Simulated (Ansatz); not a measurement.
**CuNi5: one candidate of a structure search**

The task: take a trial cell of CuNi5 to zero force and stress.

Program: Ansatz 0.2.0. Level of theory: DFT PBE, scalar-relativistic, plane waves, PAW. These are calculated values, not measurements.

2 further runs of the same task are left out: 1 that didn't finish, 1 set aside as unsound or not needed. Runs told in other sessions of the task aren't counted.

### 1 The starting structure

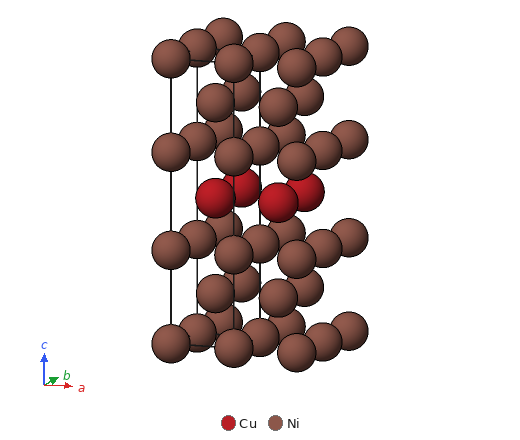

The starting structure, seen slightly off an axis (copper red, nickel brown). 2×2×1 cells are drawn. Atoms on the faces are drawn again on the opposite ones.

Structure file:

```
CELL_PARAMETERS angstrom
2.49874 0.00000 0.00000
0.00000 2.49874 0.00000
0.00000 0.00000 10.61770
ATOMIC_POSITIONS crystal
Cu 0.50000 0.50000 0.50000
Ni 0.00000 0.00000 0.67205
Ni 0.50000 0.50000 0.83497
Ni 0.00000 0.00000 0.00000
Ni 0.50000 0.50000 0.16503
Ni 0.00000 0.00000 0.32795
```

The start is the relaxed end of an invented cell (made as: elements ordered on the sites of the Pt type, Cu/Ni on Pt (P4/mmm, No. 123)), taken up again for a closer look.

### 2 A first look at the guess

Input file input.yaml:

```yaml
crystal:
  lattice:
    - [2.4987442, 0.0, 0.0]
    - [0.0, 2.4987442, 0.0]
    - [0.0, 0.0, 10.6177009]
  atoms:
    - { symbol: Cu, position: [0.5, 0.5, 0.5] }
    - { symbol: Ni, position: [0.0, 0.0, 0.672045], spin: 0.67 }
    - { symbol: Ni, position: [0.5, 0.5, 0.834971], spin: 0.67 }
    - { symbol: Ni, position: [0.0, 0.0, 0.0], spin: 0.67 }
    - { symbol: Ni, position: [0.5, 0.5, 0.165029], spin: 0.67 }
    - { symbol: Ni, position: [0.0, 0.0, 0.327955], spin: 0.67 }
basis:
  ecutwfc: 420
kpoints:
  mp_grid: { grid: [6, 6, 2] }
hamiltonian:
  xc: pbe
scf:
  occupations: { method: gaussian, width: 0.1 }
  lower_state_search: "off"
output:
  forces: true
  stress: true
  eigenvalues: true
  populations: true
magnetization:
  spin_polarized: true
```

On the command line:

```sh
$ ansatz run input.yaml --threads 4 --pin off --max-ram 8192MiB --backend cpu --events-out ev --progress --plain --runs-dir out
```

The program printed, cut to the lines that bear on the results:

```text
[...]
SCF converged after 24 iterations
Magnetization: 3.1543 μB (56.0771 up, 52.9229 down)
Absolute magnetization: 3.6483 μB (∫|ρ↑−ρ↓|, with the PAW one-centre terms)
Spin contamination: 0.0492 ħ² per cell (⟨S²⟩ above its minimum at these occupations)
Per-site moments (μB) at R_I (Å): [(0.02792784775356662, 1.0307319825), (0.5908385001497902, 1.0200027967947238), (0.7061373449017435, 1.0200027967947238), (0.7316897756150025, 1.026467624238295), (0.7061373449017433, 1.0200027967947234), (0.5908385001497899, 1.0200027967947234)]
Free energy (F): -35823.763148 eV
[...]
E sigma→0 (E₀):  -35823.744628 eV
Entropy (-TS):   -0.037041 eV (-6.173 meV/atom)
Fermi energy:    17.793097 eV
[...]
--- Forces (eV/Å), atoms counted from 1 ---
  atom   1  Cu     0.00000000    -0.00000000     0.00000000
  atom   2  Ni     0.00000000     0.00000000     0.01720579
  atom   3  Ni     0.00000000     0.00000000    -0.00735818
  atom   4  Ni    -0.00000000     0.00000000     0.00000000
  atom   5  Ni     0.00000000     0.00000000     0.00735818
  atom   6  Ni     0.00000000     0.00000000    -0.01720579
[...]
--- Stress (GPa, compression-positive) ---
        0.122082       0.000000       0.000000
        0.000000       0.122082       0.000000
        0.000000       0.000000      -0.562679
  P = ⅓ Tr σ = -0.1062 GPa (-1.062 kbar)
--- Band table (eV; the first three rows and the last of 40) ---
[...]
--- Löwdin populations: 6 sites ---
  site symbol       q [e]    m [muB]
     0     Cu     18.7654     0.0291
     1     Ni     17.8107     0.5836
     2     Ni     17.7670     0.6956
     3     Ni     17.7707     0.7207
     4     Ni     17.7670     0.6956
     5     Ni     17.8107     0.5836
  spilling = 0.012005 (of n_electrons = 109.000000)
```

It took 8.4 s on 4 threads of Arm Neoverse V1, shared host; peak memory 0.51 GiB.

Site by site:

```
atom  moment in the atom's sphere (μB)  Löwdin electrons
 Cu1                              0.03             18.77
 Ni2                              0.59             17.81
 Ni3                              0.71             17.77
 Ni4                              0.73             17.77
 Ni5                              0.71             17.77
 Ni6                              0.59             17.81
```

The Löwdin counts miss 1.31 of the 109 electrons, which the atomic orbitals do not span, so they are no charges.

The probe gives pressure -0.1 GPa, largest force 0.02 eV/Å, gap on this mesh none (metal). The relaxation goes to the converged mesh at once.

### 3 Full relaxation

Input file input.yaml:

```yaml
crystal:
  lattice:
    - [2.4987442, 0.0, 0.0]
    - [0.0, 2.4987442, 0.0]
    - [0.0, 0.0, 10.6177009]
  atoms:
    - { symbol: Cu, position: [0.5, 0.5, 0.5] }
    - { symbol: Ni, position: [0.0, 0.0, 0.672045], spin: 0.65 }
    - { symbol: Ni, position: [0.5, 0.5, 0.834971], spin: 0.78 }
    - { symbol: Ni, position: [0.0, 0.0, 0.0], spin: 0.8 }
    - { symbol: Ni, position: [0.5, 0.5, 0.165029], spin: 0.78 }
    - { symbol: Ni, position: [0.0, 0.0, 0.327955], spin: 0.65 }
basis:
  ecutwfc: 420
kpoints:
  mp_grid: { grid: [14, 14, 4] }
hamiltonian:
  xc: pbe
scf:
  occupations: { method: gaussian, width: 0.1 }
output:
  forces: true
  stress: true
  eigenvalues: true
  populations: true
  write_density: true
  write_potential: true
  elf: true
  volumetric_format: npy
magnetization:
  spin_polarized: true
relax:
  adjacent_minimum: "off"
  f_tol: 0.01
  max_steps: 80
  cell: { stress_tol: 0.05 }
```

On the command line:

```sh
$ ansatz run input.yaml --threads 4 --pin off --max-ram 8192MiB --backend cpu --events-out ev --progress --plain --runs-dir out
```

The program printed, cut to the lines that bear on the results:

```text
Warning: RAYON_NUM_THREADS=4 ignored (pool sized by the plan → 4); use --threads N
[...]
Pseudopotentials: kind: paw
Pseudopotential: Cu, paw, valence charge 19, recommended cutoff 420 eV (normal), Cu.paw.azcp
Pseudopotential: Ni, paw, valence charge 18, recommended cutoff 420 eV (normal), Ni.paw.azcp
Functional definition: PBE
[...]
Crystal: 6 atoms, lattice volume = 66.294 Å³
Basis set: ecut = 420 eV, 1275 PW (Γ), exchange–correlation on 36×36×144 points (8 copies of the dense FFT grid, shifted against one another)
Bands: 68, of which v1, the nominal top of the filled ones, is band 55 counted from 1 (54 counted from 0)
Symmetry: 16 space group operations
Space group: P4/mmm (ITA 123), of the structure as read, at distance tolerance 4.0e-5 Å
Magnetic group: BNS 123.339 (UNI 999), of the structure as read, at distance tolerance 4.0e-5 Å
k-points: 108 of 784
[...]
Starting moments: Σ|m| = 3.66 μB on 5 of 6 sites
[...]
--- Relaxed structure (1 steps of the walk, 1 accepted, 1 SCFs on fresh bases) ---
  F+E_penalty+E_count = -35823.70198406 eV   max|allowed force component| = 1.879e-3 eV/Å   (the final SCF, on the basis selected at the relaxed cell)
  cell:  # Å, volume = 66.2940 Å³
    - [2.4987442, 0.0, 0.0]
    - [0.0, 2.4987442, 0.0]
    - [0.0, 0.0, 10.6177009]
  atoms:
    - { symbol: Cu, position: [0.5000000000000001, 0.5000000000000001, 0.5] }
    - { symbol: Ni, position: [0.0, 0.0, 0.672045] }
    - { symbol: Ni, position: [0.5000000000000001, 0.5000000000000001, 0.8349710000000001] }
    - { symbol: Ni, position: [0.0, 0.0, 0.0] }
    - { symbol: Ni, position: [0.5000000000000001, 0.5000000000000001, 0.165029] }
    - { symbol: Ni, position: [0.0, 0.0, 0.327955] }
--- Löwdin populations: 6 sites ---
  site symbol       q [e]    m [muB]
     0     Cu     18.7708     0.0118
     1     Ni     17.8162     0.5082
     2     Ni     17.7718     0.6478
     3     Ni     17.7727     0.6887
     4     Ni     17.7718     0.6478
     5     Ni     17.8162     0.5082
  spilling = 0.011745 (of n_electrons = 109.000000)
```

It took 80 s on 4 threads of Arm Neoverse V1, shared host; peak memory 1 GiB.

The steps of the relaxation:

```
step  energy from step 1 (eV/cell)  largest force component (eV/Å)  pressure (GPa)  volume (Å³)
   1                        0.0000                          0.0019           -0.01        66.29
   2                        0.0000                          0.0019           -0.01        66.29
```

Step 1 is the start. Step 2 repeats the geometry before it on a plane-wave basis chosen anew for that cell, so its energy need not be comparable with the rows above.

|  | before | after | change |
| --- | --- | --- | --- |
| a (Å) | 2.499 | 2.499 | 0.0 % |
| b (Å) | 2.499 | 2.499 | 0.0 % |
| c (Å) | 10.618 | 10.618 | 0.0 % |
| volume (Å³/atom) | 11.05 | 11.05 | 0.0 % |
| shortest distance (Å) | 2.473 | 2.473 | 0.0 % |
| space group (0.01 Å) | P4/mmm | P4/mmm | same |

Forces and stress were held to the start's 16 operations: a distortion of lower symmetry was not tested.

Site by site:

```
atom  moment in the atom's sphere (μB)  Löwdin electrons
 Cu1                              0.01             18.77
 Ni2                              0.52             17.82
 Ni3                              0.66             17.77
 Ni4                              0.70             17.77
 Ni5                              0.66             17.77
 Ni6                              0.52             17.82
```

The Löwdin counts miss 1.28 of the 109 electrons, which the atomic orbitals do not span, so they are no charges.

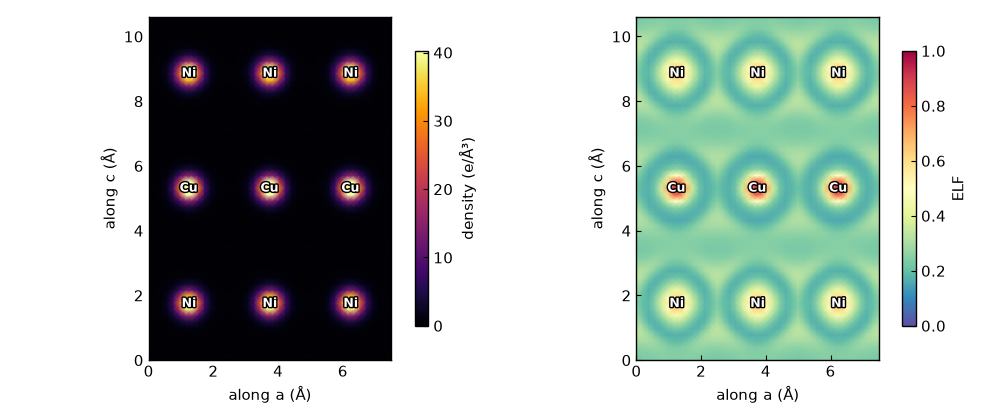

Density (left) and ELF (right) in a lattice plane of the grid's cell (edges 2.50 and 10.62 Å, at 0.500 of the third edge), which holds Cu and Ni. Only atoms in the plane are labelled; the density scale stops at 40.25 e/Å³. Both are smooth fields of the valence electrons: close to the nuclei they are not physical.

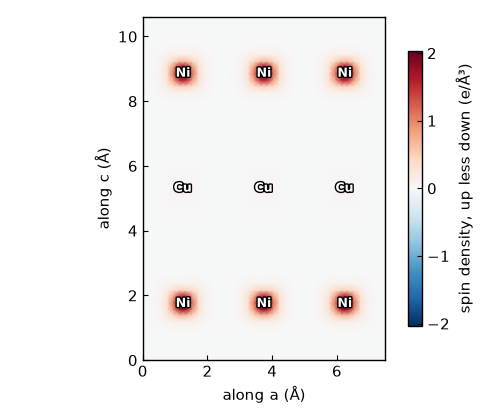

Spin density in a lattice plane of the grid's cell (edges 2.50 and 10.62 Å, at 0.500 of the third edge), which holds Cu and Ni.

### 4 The same system, input altered

input.yaml: that of step 3 with these lines changed.

```diff
@@ -20,11 +20,8 @@
   occupations: { method: gaussian, width: 0.1 }
+  convergence: { dr2_threshold: 1.0e-16 }
+  max_iter: 75
 output:
   forces: true
+  eigenvalues: true
   stress: true
-  eigenvalues: true
-  populations: true
-  write_density: true
-  write_potential: true
-  elf: true
-  volumetric_format: npy
 magnetization:
```

On the command line:

```sh
$ ansatz run input.yaml --threads 4 --pin off --max-ram 8192MiB --backend cpu --events-out ev --progress --plain --runs-dir out
```

The program printed, cut to the lines that bear on the results:

```text
Warning: RAYON_NUM_THREADS=4 ignored (pool sized by the plan → 4); use --threads N
[...]
[... 4 set-up lines as earlier in the session ...]
[...]
Crystal: 6 atoms, lattice volume = 66.294 Å³
Basis set: ecut = 420 eV, 1275 PW (Γ), exchange–correlation on 36×36×144 points (8 copies of the dense FFT grid, shifted against one another)
Bands: 68, of which v1, the nominal top of the filled ones, is band 55 counted from 1 (54 counted from 0)
[... 2 set-up lines as earlier in the session ...]
Magnetic group: BNS 123.339 (UNI 999), of the structure as read, at distance tolerance 4.0e-5 Å
k-points: 108 of 784
[...]
Starting moments: Σ|m| = 3.66 μB on 5 of 6 sites
[...]
  atom   6  Ni     0.00000000     0.00000000    -0.00187915
[...]
--- Stress (GPa, compression-positive) ---
       -0.010447       0.000000       0.000000
        0.000000      -0.010447       0.000000
        0.000000       0.000000      -0.017028
  P = ⅓ Tr σ = -0.0126 GPa (-0.126 kbar)
--- Band table (eV; the first three rows and the last of 216) ---
[...]
--- Relaxed structure (1 steps of the walk, 1 accepted, 1 SCFs on fresh bases) ---
  F+E_penalty+E_count = -35823.70198406 eV   max|allowed force component| = 1.879e-3 eV/Å   (the final SCF, on the basis selected at the relaxed cell)
  cell:  # Å, volume = 66.2940 Å³
    - [2.4987442, 0.0, 0.0]
    - [0.0, 2.4987442, 0.0]
    - [0.0, 0.0, 10.6177009]
  atoms:
    - { symbol: Cu, position: [0.5000000000000001, 0.5000000000000001, 0.5] }
    - { symbol: Ni, position: [0.0, 0.0, 0.672045] }
    - { symbol: Ni, position: [0.5000000000000001, 0.5000000000000001, 0.8349710000000001] }
    - { symbol: Ni, position: [0.0, 0.0, 0.0] }
    - { symbol: Ni, position: [0.5000000000000001, 0.5000000000000001, 0.165029] }
    - { symbol: Ni, position: [0.0, 0.0, 0.327955] }
```

Run time: 1.8 min. Hardware: 4 threads of Arm Neoverse V1, shared host; peak memory 0.99 GiB.

### 5 Can this result be trusted?

The program finished normally. That alone doesn't make the input a sound one.

Look at the input: scf.convergence.dr2_threshold is 1.0e-16. What could go wrong: threshold needlessly tight. Here it did no harm, as the sound run's energy shows (within 1 meV an atom).

To undo it: delete scf.convergence.dr2_threshold (the default then holds).

```
    run     ending  energy change  pressure (GPa)  gap (eV)  abs. moment (μB)  force (eV/Å)  cycles     time
 step 3  converged              0             0.0      0.00              3.34          0.00       -     80 s
altered  converged   0.0 meV/atom             0.0      0.00              3.34          0.00       -  1.8 min
```

Same state: the changed convergence setting leaves the energy within 0.5 meV/atom.

### 6 What came out

| quantity | value |
| --- | --- |
| symmetry at the end (tolerance 0.05 Å) | space group P4/mmm (No. 123) |
| conventional cell | a = 2.499 Å, b = 2.499 Å, c = 10.618 Å, α = 90.00°, β = 90.00°, γ = 90.00° |
| volume | 11.05 Å³/atom |
| energy over the elements | +0.02 eV/atom |
| gap on the mesh | none (metal) |
| total moment | 2.86 μB/cell |

The space group P4/mmm (No. 123) is kept, at nearly the size of the first guess. The formation energy of this structure is too near zero to say whether it is bound against the elements. No finished test with a distortion of lower symmetry is shown, so the end may be a saddle point. Other magnetic orders were not searched.
